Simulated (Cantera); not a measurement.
Input: 1 mol SiCl4, 0.33 mol NH3, 14 mol N2, at 203 Torr.

Cantera equilibrium calculation (NASA polynomials, part measured and part estimated; ideal gas, pure solids and liquids). Candidate condensed phases: NH4Cl, Si, Si3N4; 28 gas species. The tables' values for SiCl3 are old estimates; treat these amounts as uncertain. Rates play no part.

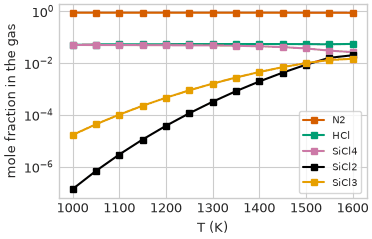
Figure. Equilibrium gas composition (values under 1e-9 drawn at 1e-9)

From 1000 K to 1550 K the condensed part is Si3N4(s). At 1600 K nothing is condensed. The main Si-bearing gas is SiCl4 throughout.
